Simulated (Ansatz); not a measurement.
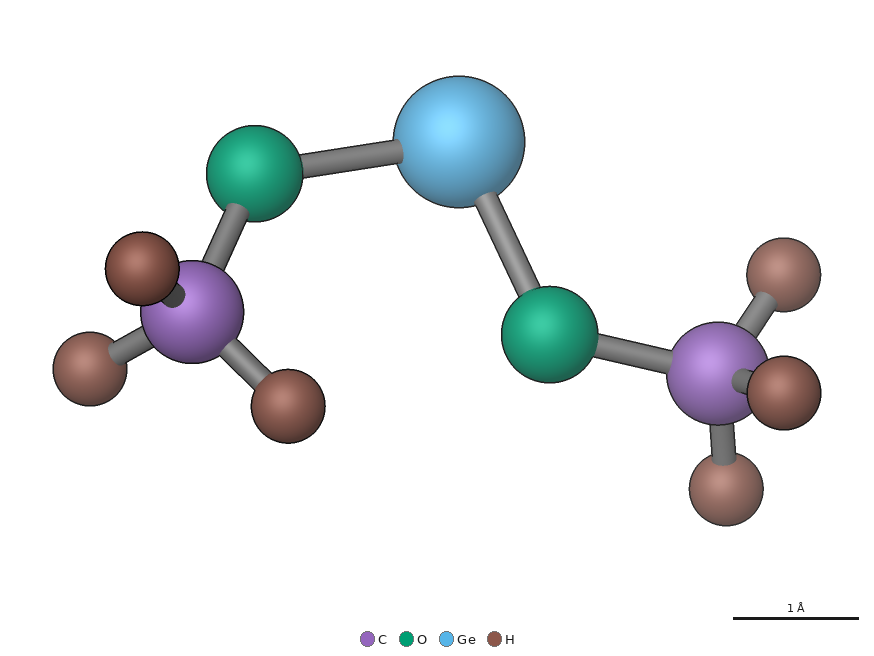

Ball-and-stick drawing of a structure. Every bond is drawn as one stick, whatever its order.

Question: Count the atoms of each element.

Answer: C2H6GeO2, 11 atoms: 2 carbon, 6 hydrogen, 1 germanium and 2 oxygen.

Question: Count the bonded pairs by element.

Answer: 6 C–H, 2 C–O, 2 Ge–O.

Question: Write the SMILES.

Answer: C[O][Ge][O]C

The parts below concern this one geometry. Atoms keep their numbers from picture to picture. The computed structure is the end point of a PBE0-D4/def2-TZVP optimisation.

**Shape**

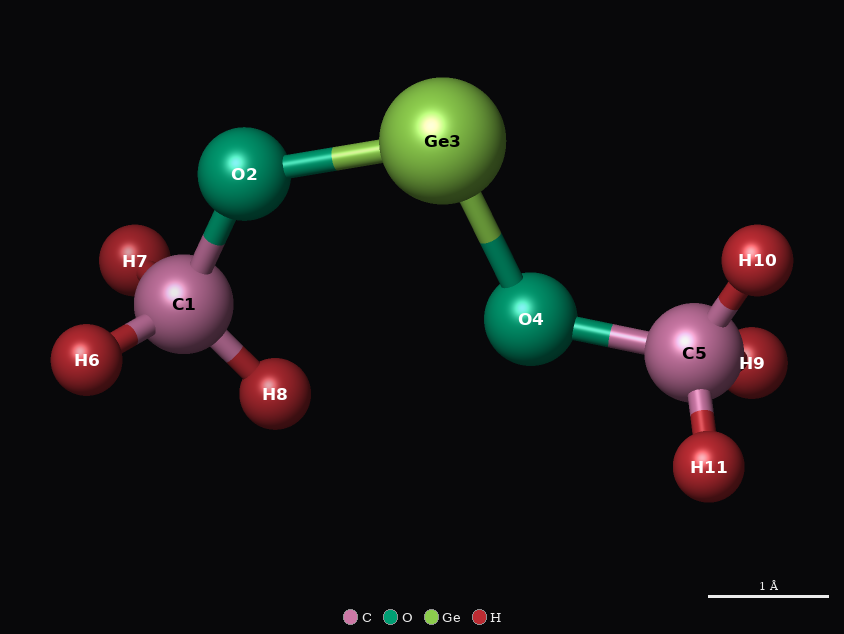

Atoms carry their numbers in the input.

What are the angles O2–C1–H6, O2–C1–H7, O2–C1–H8, C1–O2–Ge3, O2–Ge3–O4, Ge3–O4–C5, O4–C5–H9, O4–C5–H10, O4–C5–H11?

```
    angle  degrees
 O2–C1–H6    109.1
 O2–C1–H7    109.2
 O2–C1–H8    112.2
C1–O2–Ge3    128.4
O2–Ge3–O4     98.0
Ge3–O4–C5    121.5
 O4–C5–H9    109.8
O4–C5–H10    112.9
O4–C5–H11    109.8
```

**Vibrations**

Harmonic vibrations computed with RKS PBE0-D4/def2-TZVP (Ansatz 0.2.0) at a stationary point of the same level.

Question: List the wavenumbers.

Answer: 27 modes: 38, 111, 132, 134, 162, 243, 336, 599, 618, 1108, 1123, 1173, 1178, 1196, 1204, 1466, 1476, 1485, 1492, 1498, 1503, 2995, 3029, 3067, 3091, 3094, 3120 cm⁻¹.

**Levels of theory compared**

Program: Ansatz 0.2.0.

Compare dipole (D), HOMO energy (eV), HOMO–LUMO gap (eV) at these levels: B3LYP-D4/def2-TZVPP; PBE-D4/def2-TZVPP; r2SCAN-D4/def2-TZVPP; ωB97M-V/def2-TZVPP.

```tsv
level	dipole (D)	HOMO energy (eV)	HOMO–LUMO gap (eV)
B3LYP-D4/def2-TZVPP	1.35	−7.23	5.55
PBE-D4/def2-TZVPP	1.27	−6.18	3.99
r2SCAN-D4/def2-TZVPP	1.32	−6.47	4.32
ωB97M-V/def2-TZVPP	1.35	−9.65	10.14
```

**Charges**

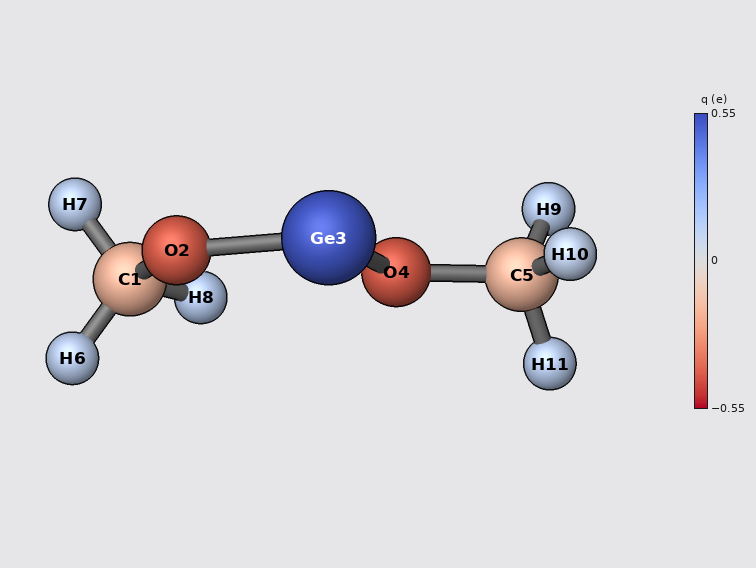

Atoms are coloured by their Mulliken charges. Level of theory: RKS ωB97M-V/def2-TZVPP (Ansatz 0.2.0).

Question: Which atom carries the highest charge (most positive or least negative)?

Answer: Ge3 (0.51 e).

Question: And the lowest?

Answer: O2, O4 (−0.42 e).

Give the Mulliken charges atom by atom.

```json
{"atom": "C1", "value (e)": "−0.17"}
{"atom": "O2", "value (e)": "−0.42"}
{"atom": "Ge3", "value (e)": "0.51"}
{"atom": "O4", "value (e)": "−0.42"}
{"atom": "C5", "value (e)": "−0.17"}
{"atom": "H6", "value (e)": "0.11"}
{"atom": "H7", "value (e)": "0.11"}
{"atom": "H8", "value (e)": "0.12"}
{"atom": "H9", "value (e)": "0.11"}
{"atom": "H10", "value (e)": "0.09"}
{"atom": "H11", "value (e)": "0.11"}
```

Mulliken values depend strongly on the basis set and can even reverse the polarity of a bond.
